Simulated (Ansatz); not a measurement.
```yaml
atoms:
  - { symbol: B, position_ang: [-0.1200, -0.1363, -0.0361] }
  - { symbol: F, position_ang: [-0.2149, -0.8844, 1.0937] }
  - { symbol: O, position_ang: [1.0923, -0.1222, -0.6771] }
  - { symbol: H, position_ang: [1.7556, -0.6061, -0.1724] }
  - { symbol: H, position_ang: [-1.1173, 0.1154, -0.6628] }
  - { symbol: O, position_ang: [-0.0221, 1.6431, 0.9469] }
  - { symbol: H, position_ang: [0.8453, 1.9536, 0.6564] }
  - { symbol: H, position_ang: [0.0931, 1.3815, 1.8699] }
```

The calculation used RKS PBE0-D4/def2-SVP (Ansatz 0.2.0).

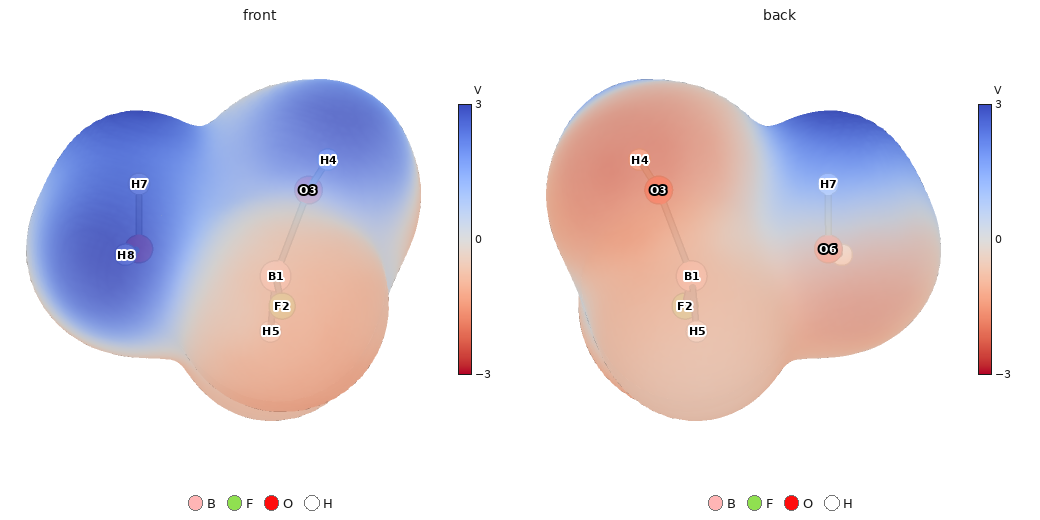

BFH$_{2}$O···H$_{2}$O. The electrostatic potential painted on the density surface at 0.002 e/bohr³, seen from the front and from behind; red is negative and blue positive.

Where is the surface potential most negative and most positive?

Answer. The most negative region (about −1.6 V) lies over O3, the most positive (about +2.8 V) over H7 and H8. O3 is the likeliest acceptor of a hydrogen bond.
